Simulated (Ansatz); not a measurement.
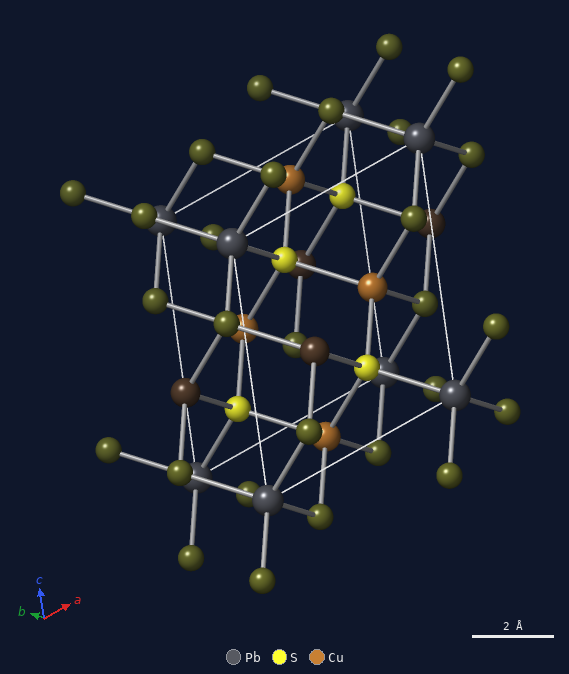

An orthographic ball-and-stick view of the structure, slightly off an axis. The simulation cell is drawn as a box. Periodic images bonded to atoms of the box are shown as well, in fainter colours.

```yaml
crystal:
  lattice:
    - [0.00000, 5.49615, 0.00000]
    - [5.49615, 0.00000, 0.00000]
    - [2.74807, 2.74807, -5.49615]
  atoms:
    - { symbol: Pb, position: [0.00000, 0.00000, 0.00000] }
    - { symbol: S, position: [0.37500, 0.37500, 0.75000] }
    - { symbol: S, position: [0.62500, 0.12500, 0.25000] }
    - { symbol: S, position: [0.87500, 0.87500, 0.75000] }
    - { symbol: S, position: [0.12500, 0.62500, 0.25000] }
    - { symbol: Cu, position: [0.75000, 0.25000, 0.50000] }
    - { symbol: Cu, position: [0.25000, 0.75000, 0.50000] }
    - { symbol: Cu, position: [0.50000, 0.50000, 0.00000] }
```

Run with DFT, PAW plane waves, PBE in Ansatz 0.2.0 and these settings: plane waves up to 420 eV, the zone sampled with 5×5×5 points, Methfessel-Paxton smearing of 0.017 eV, no spin polarisation.

**What charge does Bader's analysis assign to each element?**

Cu +0.54 e; Pb +1.19 e; S -0.71 e.

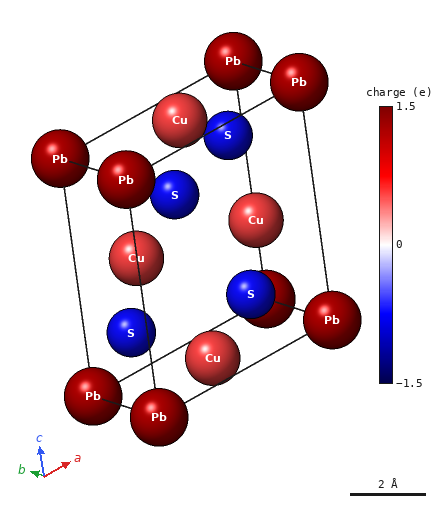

The atoms coloured by those charges.

Provenance: a generated cell, made by putting these elements into a known structure type (the compound may or may not exist in this form); not relaxed. It went into a calculation with Ansatz.

At this level of theory the cell isn't at rest (forces up to 1.6 eV/Å), so its distances can differ from those at equilibrium, the more so the softer the solid.
